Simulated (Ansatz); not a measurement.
# SnF2 (SMILES [F][Sn][F]): r2SCAN/STO-3G

Aim: the vertical ionisation energy of SnF2 at r2SCAN/STO-3G, from 2 runs. 

The calculation is run with Ansatz 0.2.0.

54 further runs of the same task are left out: 21 that didn't finish, 33 set aside as unsound or not needed.

## (1) The structure to begin with

SnF2: 3 atoms, total charge 0, spin state singlet. SMILES: `[F][Sn][F]`. The shape comes from GFN2-xTB, which is rough for such elements, and wasn't checked as a minimum.

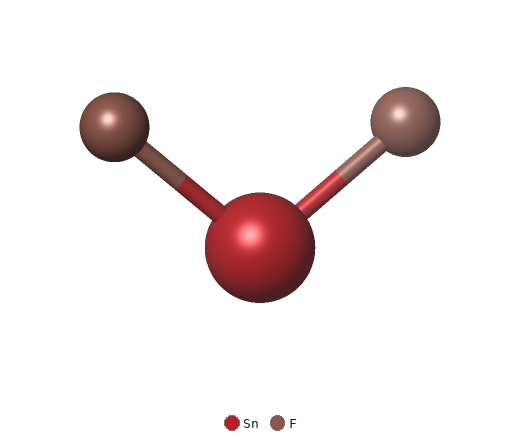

Viewed from a chosen angle; tin red, fluorine brown.

## (2) A single-point energy at r2SCAN/STO-3G

Input file input.yaml:

```yaml
crystal:
  periodic: [false, false, false]
  atoms:
    - {symbol: Sn, position_ang: [0.005290, -0.007560, -0.865150]}
    - {symbol: F, position_ang: [1.618310, -0.021230, 0.443060]}
    - {symbol: F, position_ang: [-1.623610, 0.028790, 0.422090]}
basis:
  gaussian:
    orbitals: STO-3G
hamiltonian:
  xc: {name: r2SCAN}
accuracy: high
```

Run with:

```console
ansatz run input.yaml --threads 1 --pin off --max-ram 2610MiB --events-out events.jsonl --progress --plain --runs-dir runs
```

The program printed:

```text
Warning: RAYON_NUM_THREADS=1 ignored (pool sized by the plan → 1); use --threads N
Functional definition: r2SCAN
  name "r2SCAN"
  parameter k0 = 0.174
  parameter k1 = 0.065
  parameter a1 = 4.9479
  exchange = r2scan_x(k0 = k0, k1 = k1, a1 = a1)
  correlation = r2scan_c
675 factors; integrals over basis functions are off by at most 4.9e-9 eV
mean field evaluation 1: about -167680.0758 eV, gradient 2.1e1 eV
mean field evaluation 2: about -167649.5167 eV, gradient 8.5e1 eV
mean field evaluation 4: about -167682.5338 eV, gradient 2.3e0 eV
mean field evaluation 8: about -167682.5077 eV, gradient 4.6e-1 eV
mean field evaluation 16: about -167682.5086 eV, gradient 3.4e-7 eV
mean field -167682.50861140 eV, -6162.2185321825 hartree, gradient 1.2e-9 eV, S^2 0.000000; 0 other end points of the search recorded, 0 dependent functions left out
reference -167682.50861167 eV, -6162.2185321925 hartree; 34, 34 occupied and 3, 3 virtual orbitals, 675 factors
Total energy: -167682.50861167 eV, -6162.2185321925 hartree
```

It took 4.8 s on 1 thread of Arm Neoverse V1, shared host; peak memory 0.15 GiB.

## (3) The doublet cation, same level

Input file molecule.yaml:

```yaml
crystal:
  periodic: [false, false, false]
  atoms:
    - {symbol: Sn, position_ang: [0.005290, -0.007560, -0.865150]}
    - {symbol: F, position_ang: [1.618310, -0.021230, 0.443060]}
    - {symbol: F, position_ang: [-1.623610, 0.028790, 0.422090]}
basis:
  gaussian: {orbitals: STO-3G}
total_charge: 1
magnetization: {spin_polarized: true, initial_magnetization: 1}
hamiltonian: {xc: r2scan}
accuracy: high
```

Run with:

```console
ansatz run molecule.yaml --threads 1 --pin off --max-ram 2610MiB --events-out events.jsonl --progress --plain --runs-dir runs
```

The program printed (excerpt; [...] marks lines left out):

```text
Warning: RAYON_NUM_THREADS=1 ignored (pool sized by the plan → 1); use --threads N
[... 7 set-up lines as earlier in the session ...]
670 factors; integrals over basis functions are off by at most 4.9e-9 eV
mean field evaluation 1: about -167663.6059 eV, gradient 2.8e1 eV
mean field evaluation 2: about -167566.7130 eV, gradient 8.2e1 eV
mean field evaluation 4: about -167675.0130 eV, gradient 1.4e1 eV
mean field evaluation 8: about -167676.5479 eV, gradient 9.4e-1 eV
mean field evaluation 16: about -167676.5062 eV, gradient 7.8e-5 eV
mean field evaluation 32: about -167675.2882 eV, gradient 6.8e-2 eV
mean field -167676.50619907 eV, -6161.9979475977 hartree, gradient 9.6e-9 eV, S^2 0.759196; 6 other end points of the search recorded, 0 dependent functions left out
reference -167676.50619960 eV, -6161.9979476174 hartree; 34, 33 occupied and 3, 4 virtual orbitals, 670 factors
Total energy: -167676.50619960 eV, -6161.9979476174 hartree
```

Run time: 20 s. Hardware: 1 thread of Arm Neoverse V1, shared host; peak memory 0.25 GiB.

## (4) Outcome

At r2SCAN/STO-3G:

| quantity | value |
| --- | --- |
| singlet SnF2: total energy | -6162.21853 Eh |
| doublet cation: total energy | -6161.99795 Eh |
| doublet cation: ⟨S²⟩ | 0.759 |
| vertical ionisation energy (to the doublet cation) | 6.002 eV |

What this shows: Removing an electron at fixed nuclei costs 6.00 eV (138 kcal/mol). In a minimal basis such a difference can be off by several eV, whatever the method. Relativity is left out (singlet SnF2) although the molecule holds a heavy atom. Relativity is left out (doublet cation) although the molecule holds a heavy atom.
